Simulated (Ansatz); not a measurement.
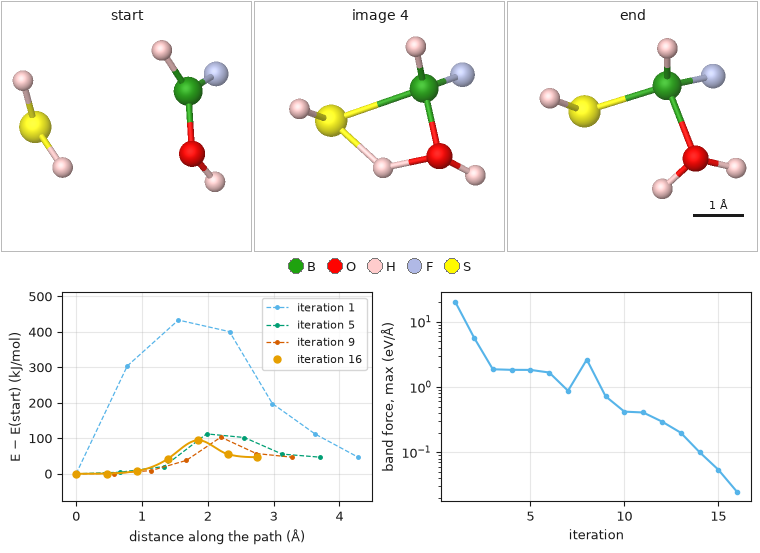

NEB run on BH4SOF, made up at the start of BH₂OF and H$_{2}$S. Images are numbered from 0 (start) to 6 (end). The plot follows the band through its iterations. The picture is a ball-and-stick view, seen face on.

Theory: RKS PBE0-D4/def2-SVP (Ansatz). Set-up: 5 movable images; climbing image; force threshold 0.05 eV/Å; iteration limit 59; starting path through a guess of the saddle point.

### How did the profile develop, and is the result final?

The result is final at these settings. The band converged in 16 iterations. The largest component of the band force went from 20 to 0.025 eV/Å. The climbing image converged on the top of the path. Its vibrational analysis gives one imaginary mode (1131i cm⁻¹), as a transition state must have. The first iteration put the highest image at 433.5 kJ/mol. The highest point, image 4, lies 94.7 kJ/mol above the start and 47.7 kJ/mol above the end; the end is at +46.9 kJ/mol relative to the start.

Limits of the set-up: the start holds two separate molecules, 2.7 Å apart at their closest, whose relative position is a soft coordinate.
